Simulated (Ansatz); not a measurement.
# GeSiH3ClO (SMILES [SiH3][O][Ge][Cl]) at r2SCAN0/cc-pVDZ

What is the energy change on altering one bond length of GeSiH3ClO at r2SCAN0/cc-pVDZ? 

The calculation is run with Ansatz 0.2.0.

125 further runs of the same task are left out: 125 set aside as unsound or not needed.

## Step 1: The structure to begin with

GeSiH3ClO has 7 atoms, charge 0, and is taken as a singlet. As SMILES, `[SiH3][O][Ge][Cl]`. Geometry: relaxed at PBE0-D4/def2-TZVP. This is one conformer, not always the lowest.

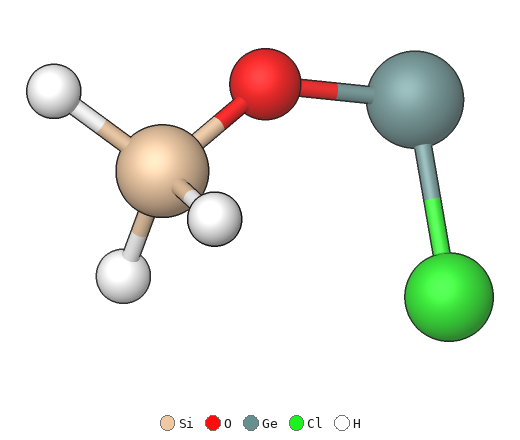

Viewed from a chosen angle; silicon light orange, oxygen red, germanium teal, chlorine green, hydrogen white.

## Step 2: The energy at r2SCAN0/cc-pVDZ

molecule.yaml reads:

```yaml
crystal:
  periodic: [false, false, false]
  atoms:
    - {symbol: Si, position_ang: [0.184400, 0.664200, -0.614200]}
    - {symbol: O, position_ang: [0.434500, -0.959500, -0.413800]}
    - {symbol: Ge, position_ang: [0.076600, -2.215900, 0.776900]}
    - {symbol: Cl, position_ang: [-0.991800, -0.995100, 2.277600]}
    - {symbol: H, position_ang: [0.795900, 1.045400, -1.911300]}
    - {symbol: H, position_ang: [-1.268900, 0.965100, -0.643300]}
    - {symbol: H, position_ang: [0.830700, 1.427800, 0.482400]}
basis:
  gaussian: {orbitals: cc-pVDZ}
total_charge: 0
hamiltonian: {xc: {name: r2SCAN0}}
accuracy: high
output: {orbitals: {seedname: orbitals}}
```

Command:

```
ansatz run molecule.yaml --threads 1 --pin off --max-ram 3480MiB --events-out events.jsonl --progress --plain --runs-dir runs
```

The log of the run:

```text
Warning: RAYON_NUM_THREADS=1 ignored (pool sized by the plan → 1); use --threads N
Functional definition: r2SCAN0
  name "r2SCAN0"
  parameter a = 0.25
  parameter k0 = 0.174
  parameter k1 = 0.065
  parameter a1 = 4.9479
  exchange = (1 - a)*r2scan_x(k0 = k0, k1 = k1, a1 = a1) + a*exact_x
  correlation = r2scan_c
2087 factors; integrals over basis functions are off by at most 4.4e-9 eV
mean field evaluation 1: about -79008.0445 eV, gradient 4.7e1 eV
mean field evaluation 2: about -78989.2584 eV, gradient 1.0e2 eV
mean field evaluation 4: about -79012.1314 eV, gradient 5.2e0 eV
mean field evaluation 8: about -79012.3276 eV, gradient 2.1e-1 eV
mean field evaluation 16: about -79012.3278 eV, gradient 8.5e-6 eV
mean field -79012.32777212 eV, -2903.6494891463 hartree, gradient 1.9e-8 eV, S^2 0.000000; 0 other end points of the search recorded, 0 dependent functions left out
reference -79012.32777271 eV, -2903.6494891676 hartree; 37, 37 occupied and 55, 55 virtual orbitals, 2087 factors
Total energy: -79012.32777271 eV, -2903.6494891676 hartree
```

Run time: 27 s. Hardware: 1 thread of Arm Neoverse V1, shared host; peak memory 0.44 GiB.

## Step 3: The distorted shape, same level

input.yaml reads:

```yaml
crystal:
  periodic: [false, false, false]
  atoms:
    - {symbol: Si, position_ang: [-0.549401, 0.206760, 0.942321]}
    - {symbol: O, position_ang: [-0.299301, -1.416940, 1.142721]}
    - {symbol: Ge, position_ang: [-0.657201, -2.673340, 2.333421]}
    - {symbol: Cl, position_ang: [-1.725601, -1.452540, 3.834121]}
    - {symbol: H, position_ang: [0.795900, 1.045400, -1.911300]}
    - {symbol: H, position_ang: [-2.002701, 0.507660, 0.913221]}
    - {symbol: H, position_ang: [0.096899, 0.970360, 2.038921]}
basis:
  gaussian: {orbitals: cc-pVDZ}
hamiltonian: {xc: {name: r2SCAN0}}
accuracy: high
output: {orbitals: {seedname: orbitals}}
```

Command:

```
ansatz run input.yaml --threads 1 --pin off --max-ram 3480MiB --events-out events.jsonl --progress --plain --runs-dir runs
```

The log of the run:

```text
Warning: RAYON_NUM_THREADS=1 ignored (pool sized by the plan → 1); use --threads N
Functional definition: r2SCAN0
  name "r2SCAN0"
  parameter a = 0.25
  parameter k0 = 0.174
  parameter k1 = 0.065
  parameter a1 = 4.9479
  exchange = (1 - a)*r2scan_x(k0 = k0, k1 = k1, a1 = a1) + a*exact_x
  correlation = r2scan_c
2039 factors; integrals over basis functions are off by at most 4.5e-9 eV
mean field evaluation 1: about -79002.9958 eV, gradient 4.7e1 eV
mean field evaluation 2: about -78988.4846 eV, gradient 9.1e1 eV
mean field evaluation 4: about -79007.4959 eV, gradient 4.4e0 eV
mean field evaluation 8: about -79007.6532 eV, gradient 1.0e0 eV
mean field evaluation 16: about -79007.6608 eV, gradient 4.1e-5 eV
mean field -79007.66079437 eV, -2903.4779808771 hartree, gradient 3.7e-8 eV, S^2 0.000000; 0 other end points of the search recorded, 0 dependent functions left out
reference -79007.66079500 eV, -2903.4779809005 hartree; 37, 37 occupied and 55, 55 virtual orbitals, 2039 factors
Total energy: -79007.66079500 eV, -2903.4779809005 hartree
```

Wall time 27 s (1 thread of Arm Neoverse V1, shared host); peak memory 0.43 GiB.

## Step 4: Summary of results

Level: r2SCAN0/cc-pVDZ.

| quantity | value |
| --- | --- |
| first shape: total energy | -2903.64949 Eh |
| first shape: HOMO energy | -8.31 eV |
| first shape: LUMO energy | -2.49 eV |
| first shape: HOMO–LUMO gap | 5.82 eV |
| distorted shape: total energy | -2903.47798 Eh |
| distorted shape: HOMO energy | -6.35 eV |
| distorted shape: LUMO energy | -3.46 eV |
| distorted shape: HOMO–LUMO gap | 2.89 eV |
| energy change with the Si1–H5 bond stretched from 1.484 to 3.264 Å | 4.667 eV |

**Reading.** One bond (distorted shape) is far stretched, which a spin-restricted single reference describes badly; a broken-symmetry solution may lie lower. With the Si1–H5 bond stretched from 1.484 to 3.264 Å the energy rises by 4.67 eV (450 kJ/mol). The first shape isn't relaxed at this level, so the change isn't measured from a minimum. A restricted reference can't describe the breaking bond well at this length.
